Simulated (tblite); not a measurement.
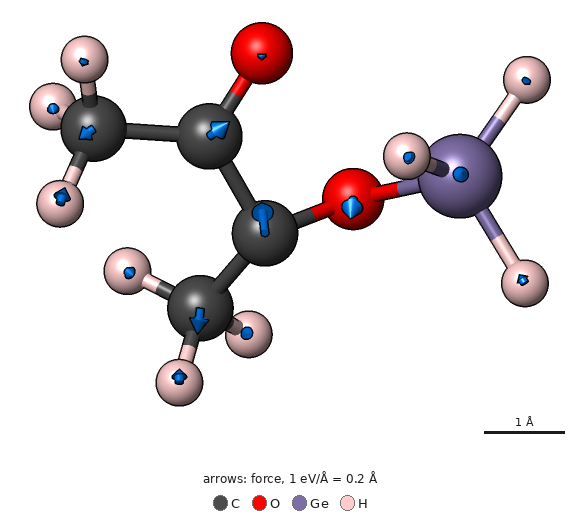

Starting geometry of C₄H₉GeO₂ (multiplicity 2) with the computed forces as blue arrows. The picture is a ball-and-stick view, seen at a tilt.

The calculation used GFN2-xTB geometry optimisation, gas phase (tblite 0.8.0). 

### Is this structure relaxed? If not, where do the atoms go?

It isn't relaxed: the largest force vector, on a C atom, is 3.58 eV/Å. The final displacements follow the starting forces only in part (cosine between the two patterns 0.32). The largest move after the best rigid fit is that of an H atom, 0.85 Å. Largest moves by element: H 0.85 Å, O 0.82 Å, Ge 0.26 Å, C 0.25 Å. Some distances before and after: Ge–O 2.923 → 2.398 Å, C–Ge 3.177 → 3.010 Å, C–O 1.416 → 1.309 Å, Ge–O 1.794 → 1.864 Å. Bond angles that change, for instance: C–O–Ge 105.9° → 123.3°, O–Ge–H 107.0° → 90.6°, O–C–C 106.4° → 117.9°. Groups turn about Ge–O by about 85°, C–C by about 20°. Over 127 geometry steps the energy falls by 37.6 kcal/mol. Cost: 0.64 s on 1 thread of Arm Neoverse V2, with other jobs on the host.
